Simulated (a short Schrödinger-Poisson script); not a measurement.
Stack: MOS inversion layer, SiO2 on p-type Si(110), at 300 K.

| layer | material | thickness (nm) | Na (cm⁻³) |
|---|---|---|---|
| 1 | SiO2 | 1.4 | - |
| 2 | Si | 1400 | 9.4e16 |

Constants are typed, rounded textbook-type inputs, not results; the design itself was drawn at random and stands for no fabricated device. SiO2: permittivity 3.9, conduction-band edge (eV) 3.15, gap (eV) 9, electron mass (mₑ) 0.5. Si: permittivity 11.7, conduction-band edge (eV) 0, gap (eV) 1.124, Nv at 300 K (cm⁻³) 3.1e19.

Channel valleys (confinement mass, in-plane density-of-states mass, number): Δ4 0.315, 0.324, 4; Δ2 0.19, 0.417, 2. At the gate the conduction-band edge of layer 1 lies 3.3 eV − eVg above the Fermi level of the channel; the field vanishes at the back. Gaps are held at their typed values at every temperature. Mesh 0.03 nm at interfaces.

From a short Schrödinger-Poisson script (our own, NumPy): 1D Poisson equation in equilibrium, electrons quantum, Hartree (BenDaniel-Duke, 12 states a valley, the channel's in-plane mass for all, wave functions ending at the dielectric), parabolic valleys, classical holes, full ionisation, no traps, pinning or gate leakage.

Only gate voltages with over 1e8 electrons/cm² are shown.

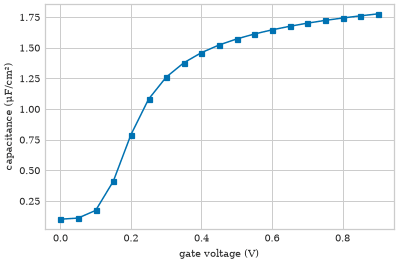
Quasi-static capacitance against gate voltage

| Vg (V) | electrons (cm⁻²) | C (μF/cm²) | Δ4 E0 (meV) | Δ4 E1 (meV) | Δ2 E0 (meV) | Δ2 E1 (meV) |
|---|---|---|---|---|---|---|
| 0 | 4.56e8 | 0.101 | 279.8 | 329.8 | 292.2 | 350.9 |
| 0.1 | 1.55e10 | 0.173 | 188.1 | 240.3 | 201.0 | 262.4 |
| 0.2 | 2.44e11 | 0.790 | 115.9 | 171.7 | 130.0 | 194.8 |
| 0.3 | 8.90e11 | 1.26 | 81.0 | 142.3 | 97.2 | 166.6 |
| 0.4 | 1.74e12 | 1.46 | 62.1 | 129.2 | 80.8 | 154.5 |
| 0.5 | 2.69e12 | 1.57 | 49.4 | 122.1 | 70.5 | 148.0 |
| 0.6 | 3.69e12 | 1.65 | 39.7 | 117.6 | 63.2 | 144.2 |
| 0.7 | 4.74e12 | 1.70 | 31.9 | 114.6 | 57.6 | 141.7 |
| 0.8 | 5.81e12 | 1.74 | 25.3 | 112.5 | 53.1 | 140.0 |
| 0.9 | 6.91e12 | 1.78 | 19.5 | 111.1 | 49.4 | 138.8 |

Subbands count from the Fermi level.
